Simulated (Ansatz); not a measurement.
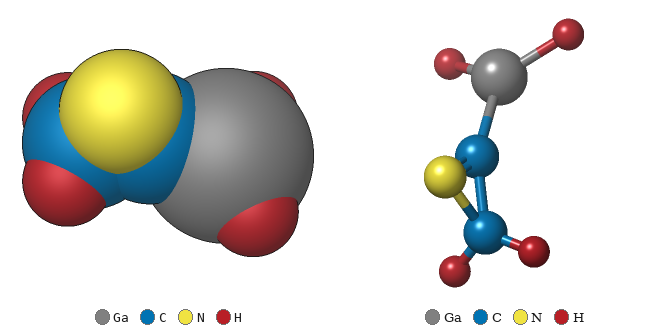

Two views of one molecule.

The computed structure is the end point of a PBE0-D4/def2-TZVP optimisation.

Identify the structure.

The molecule is C2H4GaN. As SMILES it reads `[GaH2][C]1=NC1`. Among its groups: imine. This geometry has Cs symmetry. Coordination, clear cases only: 1 Ga trigonal planar.

The parts below concern this one geometry. Atoms keep their numbers from picture to picture.

## Vibrations

Harmonic vibrations computed with RKS PBE0-D4/def2-TZVP (Ansatz 0.2.0) at a stationary point of the same level.

List the wavenumbers.

Answer. 18 modes: 96, 152, 224, 379, 518, 611, 737, 856, 987, 1008, 1119, 1146, 1507, 1771, 2005, 2011, 3100, 3189 cm⁻¹.

## Thermal motion

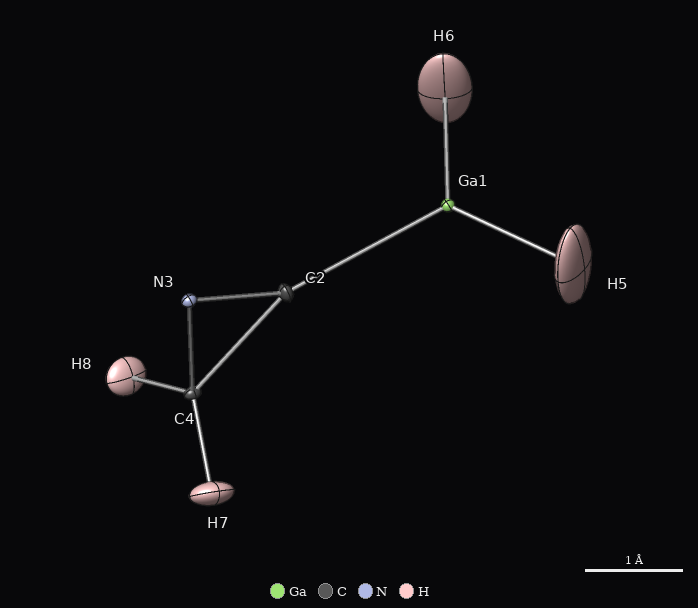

Displacement ellipsoids at the 50 % level, from the internal vibrations of the free molecule (harmonic, no overall translation or rotation; no half-axis is drawn under 0.075 Å). Vibrations computed with RKS PBE0-D4/def2-TZVP (Ansatz 0.2.0). Temperature: 100 K.

Which atom moves most?

Answer. H5, H6, with U_eq = 0.0591 Å².

Does H6 move more along its bond or across it?

Answer. Across it: the root-mean-square amplitude is 0.091 Å along the bond and up to 0.368 Å across, since bending and torsion are softer than stretching.

Give the displacement parameters, one line for each set of equivalent atoms.

```csv
atom,U_eq (Å²),rms amplitudes (Å)
Ga1,0.00011,"0.005, 0.009, 0.016"
C2,0.0036,"0.036, 0.066, 0.073"
N3,0.0018,"0.028, 0.043, 0.054"
C4,0.0022,"0.030, 0.044, 0.062"
"H5, H6",0.0589,"0.091, 0.183, 0.367"
"H7, H8",0.0167,"0.080, 0.131, 0.162"
```

## Electronic properties

Method: RKS r2SCANh-D4/def2-TZVPP (Ansatz 0.2.0).

Predict the main results.

- HOMO energy (Kohn–Sham orbital): −6.70 eV
- LUMO energy (Kohn–Sham orbital): −2.32 eV
- HOMO–LUMO gap: 4.38 eV
- dispersion correction: −3.7 kJ/mol
